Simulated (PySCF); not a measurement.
**CH7NPSi4 (SMILES N#C[Si]1[SiH2][SiH](P)[SiH2]1) (doublet): density, localisation and related maps**

```xyz
14

N     4.4438    1.0930    0.5368
C     3.3353    0.7895    0.6317
Si    1.5730    0.3017    0.9191
Si   -0.0882    1.6876   -0.0198
Si   -1.0239   -0.3200   -0.8939
P    -2.9678   -0.9645    0.0068
Si    0.7480   -1.6690   -0.0802
H     0.2004    2.7359   -1.0052
H    -0.8764    2.3873    1.0078
H    -1.3043   -0.3735   -2.3386
H    -3.5045    0.3034    0.0793
H    -2.5135   -0.8974    1.3084
H     0.4446   -2.6990    0.9226
H     1.5329   -2.3754   -1.0968
```

Geometry: GFN2-xTB.

All numbers below come from PySCF 2.14.0, density-fitted response routines, UKS B3LYP, pcH-1 on C H N P Si, non-relativistic, mean-field spin-orbit, GIAO.

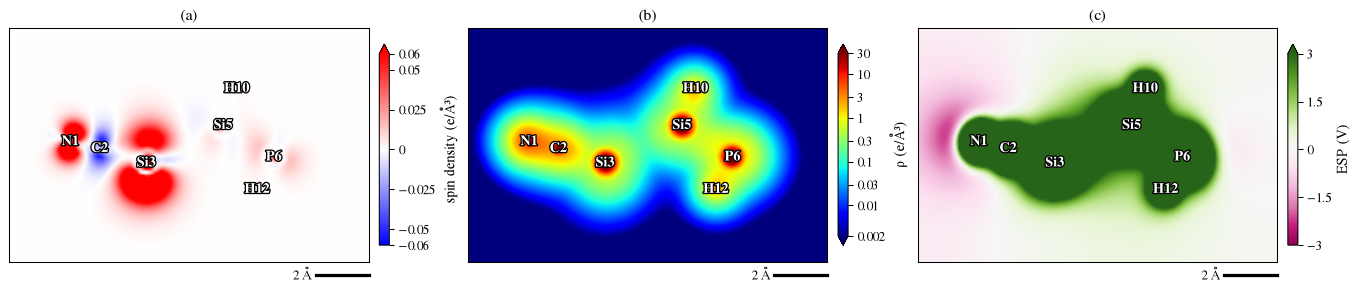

Figure 1. (a) spin density; (b) total electron density; (c) molecular electrostatic potential on the plane of atoms Si5, P6 and H12.

Read the bonding off the picture.

Atoms in the plane: N, C, Si, P and H.
C–N (1.15 Å): ρ at the midpoint is about 3.6 e/Å³.
C–Si (1.85 Å): ρ at the midpoint is about 0.89 e/Å³.
Si–P (2.24 Å): ρ at the midpoint is about 0.74 e/Å³.
P–H (1.38 Å): ρ at the midpoint is about 1.1 e/Å³.
Si–H (1.47 Å): the density is about 0.79 e/Å³ at the midpoint.
The unpaired spin (1 electron) lies mostly on Si3 (about 0.6), N1 (about 0.1), Si7 (about 0.1) and Si4 (about 0.1), in electrons by Hirshfeld's partition.
Outside the dense part of the molecule the potential is most negative (−2.2 V) near N1.

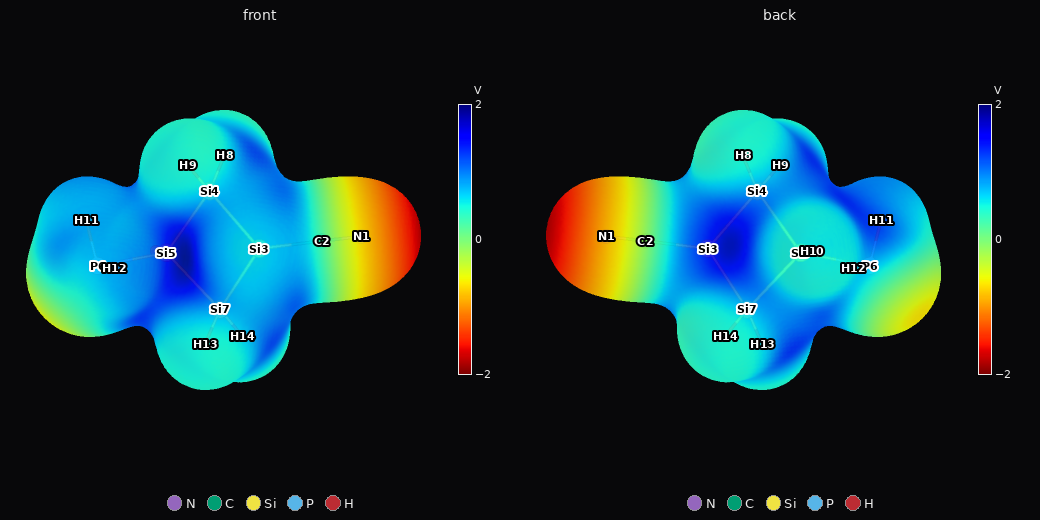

Figure 2. The molecular electrostatic potential painted on the density surface at 0.002 e/bohr³, seen from the front and from behind; red is negative and blue positive.

Which sites attract a positive test charge, and which a negative one?

A positive charge is drawn to the negative regions and a negative charge to the positive ones. The most negative region (about −1.8 V) lies over N1, the most positive (about +1.8 V) over Si3, Si4, Si5 and Si7. N1 is the likeliest acceptor of a hydrogen bond.
